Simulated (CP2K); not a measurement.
# C2H8GeSi (SMILES C=C[SiH2][GeH3]): GFN0-xTB

Aim: the energy change on altering one bond length of C2H8GeSi at GFN0-xTB, from 2 runs. 

The calculation is run with CP2K 2026.2.

3 further runs of the same task are left out: 2 that didn't finish, 1 set aside as unsound or not needed.

### 1 The system as given

C2H8GeSi: 12 atoms, total charge 0, spin state singlet. As SMILES, `C=C[SiH2][GeH3]`. Geometry: relaxed at PBE0-D4/def2-TZVP. This is one conformer, not always the lowest.

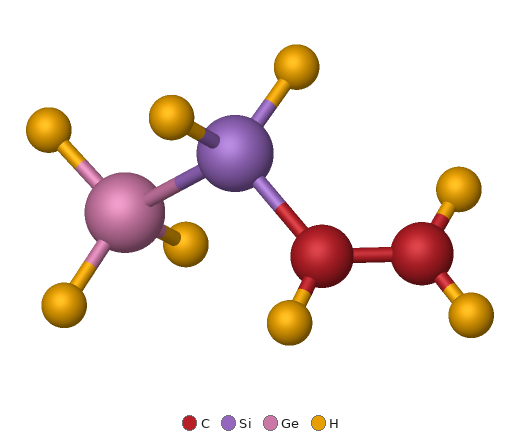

Viewed from a chosen angle; carbon red, silicon purple, germanium pink, hydrogen amber.

### 2 The energy at GFN0-xTB

File job.inp:

```
&global
    project job
    run_type ENERGY
    print_level MEDIUM
&end global
&force_eval
    method QUICKSTEP
    &dft
        charge 0
        multiplicity 1
        &qs
            method XTB
            eps_default 1.0E-10
            &xtb
                gfn_type 0
                check_atomic_charges F
            &end xtb
        &end qs
        # isolated system
        &poisson
            periodic NONE
            poisson_solver ANALYTIC
        &end poisson
        &scf
            scf_guess ATOMIC
            eps_scf 1.0E-06
            max_scf 150
            added_mos 2
            &diagonalization
                algorithm STANDARD
            &end diagonalization
            &mixing
                method DIRECT_P_MIXING
                alpha 0.4
            &end mixing
        &end scf
        &print
            &moments
                periodic F
                reference COM
                max_moment 1
            &end moments
            &mo ON
                energies T
                occupation_numbers T
                ndigits 6
                &each
                    qs_scf 0
                &end each
                add_last NUMERIC
            &end mo
            &hirshfeld OFF
            &end hirshfeld
        &end print
    &end dft
    # structure
    &subsys
        # vacuum box
        &cell
            abc [angstrom] 13.5 12.1 12.1
            periodic NONE
        &end cell
        &coord
            C     -1.987300     1.172600     0.557300
            C     -0.749100     0.806000     0.877500
            Si    -0.019600    -0.841600     0.415700
            Ge     1.769300    -0.561700    -1.132400
            H     -2.386900     2.148300     0.819400
            H     -2.658300     0.509600     0.018200
            H     -0.125000     1.516900     1.417400
            H     -1.083500    -1.684600    -0.195400
            H      0.513600    -1.535900     1.621000
            H      2.851100     0.363900    -0.546400
            H      2.430900    -1.909000    -1.472500
            H      1.262700     0.070300    -2.440700
        &end coord
        &topology
            &center_coordinates
            &end center_coordinates
        &end topology
    &end subsys
&end force_eval
```

The run is started by

```sh
$ OMP_NUM_THREADS=1 cp2k.psmp -i job.inp -o job.out
```

The program printed:

```text
CP2K| version string:                                       CP2K version 2026.2
[...]
 GLOBAL| Method name                                                        CP2K
[...]
 GLOBAL| Run type                                                         ENERGY
[...]
                             - Atoms:                                         12
[...]
                             - Spherical basis functions:                     42
[...]
 Number of electrons:                                                         24
[...]
 TB_DIPOLE| Moment [Debye]         -1.60898739      -0.04685862       1.01044130
 TB_DIPOLE| Derivative [a.u.]       0.00000000       0.00000000       0.00000000
[...]
 ENERGY| Total FORCE_EVAL ( QS ) energy [hartree]            -12.567438541850928
[...]
```

Run time: 0.45 s. Hardware: 1 thread of Arm Neoverse N1, shared host; peak memory 0.14 GiB.

### 3 The distorted shape, same level

File qs.inp:

```
&GLOBAL
  PROJECT_NAME qs
  RUN_TYPE ENERGY
  PRINT_LEVEL MEDIUM
&END GLOBAL

&FORCE_EVAL
  METHOD Quickstep
  &DFT
    &QS
      METHOD XTB
      EPS_DEFAULT 1.0E-10
      &XTB
        GFN_TYPE 0
        CHECK_ATOMIC_CHARGES F
      &END XTB
    &END QS
    &POISSON
      PERIODIC NONE
      POISSON_SOLVER ANALYTIC
    &END POISSON
    # self-consistent field
    &SCF
      SCF_GUESS ATOMIC
      EPS_SCF 1.0E-06
      MAX_SCF 150
      ADDED_MOS 2
      &DIAGONALIZATION
        ALGORITHM STANDARD
      &END DIAGONALIZATION
      &MIXING
        METHOD DIRECT_P_MIXING
        ALPHA 0.4
      &END MIXING
    &END SCF
    &PRINT
      &MOMENTS
        PERIODIC F
        REFERENCE COM
        MAX_MOMENT 1
      &END MOMENTS
      &MO ON
        ENERGIES T
        OCCUPATION_NUMBERS T
        NDIGITS 6
        &EACH
          QS_SCF 0
        &END EACH
        ADD_LAST NUMERIC
      &END MO
      &HIRSHFELD OFF
      &END HIRSHFELD
    &END PRINT
  &END DFT
  # atoms, cell and kinds
  &SUBSYS
    # box in angstrom
    &CELL
      ABC 13.8 12.6 12.1
      PERIODIC NONE
    &END CELL
    &COORD
      C     -2.242644     1.749304     0.718942
      C     -1.004444     1.382704     1.039142
      Si    -0.019600    -0.841600     0.415700
      Ge     1.769300    -0.561700    -1.132400
      H     -2.642244     2.725004     0.981042
      H     -2.913644     1.086304     0.179842
      H     -0.380344     2.093604     1.579042
      H     -1.083500    -1.684600    -0.195400
      H      0.513600    -1.535900     1.621000
      H      2.851100     0.363900    -0.546400
      H      2.430900    -1.909000    -1.472500
      H      1.262700     0.070300    -2.440700
    &END COORD
    &TOPOLOGY
      &CENTER_COORDINATES
      &END CENTER_COORDINATES
    &END TOPOLOGY
  &END SUBSYS
&END FORCE_EVAL
```

The run is started by

```sh
$ OMP_NUM_THREADS=1 cp2k.psmp qs.inp > qs.out
```

The program printed:

```text
CP2K| version string:                                       CP2K version 2026.2
[...]
 GLOBAL| Method name                                                        CP2K
[...]
 GLOBAL| Run type                                                         ENERGY
[...]
                             - Atoms:                                         12
[...]
                             - Spherical basis functions:                     42
[...]
 Number of electrons:                                                         24
[...]
 TB_DIPOLE| Moment [Debye]          0.95263532      -4.65153142      -0.24669632
 TB_DIPOLE| Derivative [a.u.]       0.00000000       0.00000000       0.00000000
[...]
 ENERGY| Total FORCE_EVAL ( QS ) energy [hartree]            -12.530954404023413
[...]
```

Wall time 0.47 s (1 thread of Arm Neoverse N1, shared host); peak memory 0.14 GiB.

### 4 What came out

Level: GFN0-xTB.

| quantity | value |
| --- | --- |
| first shape: total energy | -12.56744 Eh |
| first shape: dipole moment (from atomic charges alone) | 1.90 D |
| first shape: HOMO energy | -11.12 eV |
| first shape: LUMO energy | -7.64 eV |
| first shape: HOMO–LUMO gap | 3.48 eV |
| first shape: dispersion energy | -10.46 kJ/mol |
| distorted shape: total energy | -12.53095 Eh |
| distorted shape: dipole moment (from atomic charges alone) | 4.75 D |
| distorted shape: HOMO energy | -10.98 eV |
| distorted shape: LUMO energy | -8.07 eV |
| distorted shape: HOMO–LUMO gap | 2.91 eV |
| distorted shape: dispersion energy | -10.14 kJ/mol |
| energy change with the C2–Si3 bond stretched from 1.860 to 2.511 Å | 0.993 eV |

With the C2–Si3 bond stretched from 1.860 to 2.511 Å the energy rises by 0.99 eV (95.8 kJ/mol). The first shape isn't relaxed at this level, so the change isn't measured from a minimum. The dipole (first shape) comes from point charges on the atoms alone, without atomic dipoles, so it is partial. The dipole (distorted shape) comes from point charges on the atoms alone, without atomic dipoles, so it is partial.
